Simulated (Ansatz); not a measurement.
**CH5FOSi (SMILES CO[SiH2]F) at BLYP/def2-SVP**

Aim: the energy change on altering one bond length of CH5FOSi at BLYP/def2-SVP, from 2 runs. 

The calculation is run with Ansatz 0.2.0.

128 further runs of the same task are left out: 128 set aside as unsound or not needed. Runs told in other sessions of the task aren't counted.

## Step 1: The system as given

The species is CH5FOSi (9 atoms), meant as a singlet with charge 0. As SMILES, `CO[SiH2]F`. Geometry: relaxed at PBE0-D4/def2-TZVP. This is one conformer, not always the lowest.

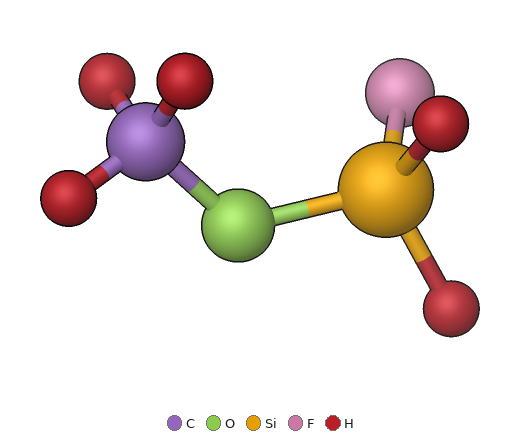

Viewed from a chosen angle; carbon purple, oxygen green, silicon amber, fluorine pink, hydrogen red.

## Step 2: The energy at BLYP/def2-SVP

Contents of job.yaml:

```yaml
crystal:
  periodic: [false, false, false]
  atoms:
    - {symbol: C, position_ang: [-0.280200, 1.150700, -0.688400]}
    - {symbol: O, position_ang: [-0.743600, -0.064200, -0.138000]}
    - {symbol: Si, position_ang: [0.168900, -1.127700, 0.679900]}
    - {symbol: F, position_ang: [1.202000, -1.865200, -0.290100]}
    - {symbol: H, position_ang: [0.189600, 0.979000, -1.660800]}
    - {symbol: H, position_ang: [-1.135900, 1.813600, -0.823000]}
    - {symbol: H, position_ang: [0.443400, 1.643500, -0.029000]}
    - {symbol: H, position_ang: [-0.748200, -2.141700, 1.231900]}
    - {symbol: H, position_ang: [0.992400, -0.434200, 1.700300]}
basis:
  gaussian: {orbitals: def2-SVP}
total_charge: 0
hamiltonian: {xc: {name: BLYP}}
accuracy: high
output: {orbitals: {seedname: orbitals}}
```

Command:

```sh
$ ansatz run job.yaml --threads 1 --pin off --max-ram 3480MiB --events-out events.jsonl --progress --plain --runs-dir runs
```

The program printed:

```text
Warning: RAYON_NUM_THREADS=1 ignored (pool sized by the plan → 1); use --threads N
Functional definition: BLYP
  name "BLYP"
  parameter beta = 0.0042
  parameter a = 0.04918
  parameter b = 0.132
  parameter c = 0.2533
  parameter d = 0.349
  exchange = b88_x(beta = beta)
  correlation = lyp_c(a = a, b = b, c = c, d = d)
1923 factors; integrals over basis functions are off by at most 3.8e-9 eV
mean field evaluation 1: about -13746.1393 eV, gradient 6.2e1 eV
mean field evaluation 2: about -13721.8826 eV, gradient 1.3e2 eV
mean field evaluation 4: about -13753.4724 eV, gradient 9.4e0 eV
mean field evaluation 8: about -13753.6202 eV, gradient 1.2e-1 eV
mean field evaluation 16: about -13753.6203 eV, gradient 2.9e-6 eV
mean field -13753.62025852 eV, -505.4362219619 hartree, gradient 4.9e-8 eV, S^2 0.000000; 0 other end points of the search recorded, 0 dependent functions left out
reference -13753.62031316 eV, -505.4362239698 hartree; 21, 21 occupied and 64, 64 virtual orbitals, 1923 factors
Total energy: -13753.62031316 eV, -505.4362239698 hartree
```

It took 5.7 s on 1 thread of Arm Neoverse V2, shared host; peak memory 0.21 GiB.

## Step 3: The distorted shape at the same level

Contents of in.yaml:

```yaml
crystal:
  periodic: [false, false, false]
  atoms:
    - symbol: C
      position_ang: [-0.553946, 1.469745, -0.933766]
    - symbol: O
      position_ang: [-1.017346, 0.254845, -0.383366]
    - symbol: Si
      position_ang: [0.168900, -1.127700, 0.679900]
    - symbol: F
      position_ang: [1.202000, -1.865200, -0.290100]
    - symbol: H
      position_ang: [-0.084146, 1.298045, -1.906166]
    - symbol: H
      position_ang: [-1.409646, 2.132645, -1.068366]
    - symbol: H
      position_ang: [0.169654, 1.962545, -0.274366]
    - symbol: H
      position_ang: [-0.748200, -2.141700, 1.231900]
    - symbol: H
      position_ang: [0.992400, -0.434200, 1.700300]
basis:
  gaussian: {orbitals: def2-SVP}
hamiltonian: {xc: {name: BLYP}}
accuracy: high
output: {orbitals: {seedname: orbitals}}
```

Command:

```sh
$ ansatz run in.yaml --threads 1 --pin off --max-ram 3480MiB --events-out events.jsonl --progress --plain --runs-dir runs
```

The program printed:

```text
Warning: RAYON_NUM_THREADS=1 ignored (pool sized by the plan → 1); use --threads N
Functional definition: BLYP
  name "BLYP"
  parameter beta = 0.0042
  parameter a = 0.04918
  parameter b = 0.132
  parameter c = 0.2533
  parameter d = 0.349
  exchange = b88_x(beta = beta)
  correlation = lyp_c(a = a, b = b, c = c, d = d)
1889 factors; integrals over basis functions are off by at most 8.4e-9 eV
mean field evaluation 1: about -13742.9524 eV, gradient 6.5e1 eV
mean field evaluation 2: about -13639.8409 eV, gradient 1.9e2 eV
mean field evaluation 4: about -13751.6630 eV, gradient 1.8e1 eV
mean field evaluation 8: about -13752.1860 eV, gradient 8.3e-1 eV
mean field evaluation 16: about -13752.1891 eV, gradient 8.9e-5 eV
mean field -13752.18906105 eV, -505.3836264252 hartree, gradient 1.9e-8 eV, S^2 0.000000; 0 other end points of the search recorded, 0 dependent functions left out
reference -13752.18911855 eV, -505.3836285380 hartree; 21, 21 occupied and 64, 64 virtual orbitals, 1889 factors
Total energy: -13752.18911855 eV, -505.3836285380 hartree
```

Run time: 6 s. Hardware: 1 thread of Arm Neoverse V2, shared host; peak memory 0.21 GiB.

## Step 4: Results

At BLYP/def2-SVP:

| quantity | value |
| --- | --- |
| first shape: total energy | -505.43622 Eh |
| first shape: HOMO energy | -6.89 eV |
| first shape: LUMO energy | 0.70 eV |
| first shape: HOMO–LUMO gap | 7.59 eV |
| distorted shape: total energy | -505.38363 Eh |
| distorted shape: HOMO energy | -5.36 eV |
| distorted shape: LUMO energy | -1.35 eV |
| distorted shape: HOMO–LUMO gap | 4.01 eV |
| energy change with the O2–Si3 bond stretched from 1.623 to 2.109 Å | 1.431 eV |

**Reading.** With the O2–Si3 bond stretched from 1.623 to 2.109 Å the energy rises by 1.43 eV (33 kcal/mol). The first shape isn't relaxed at this level, so the change isn't measured from a minimum.
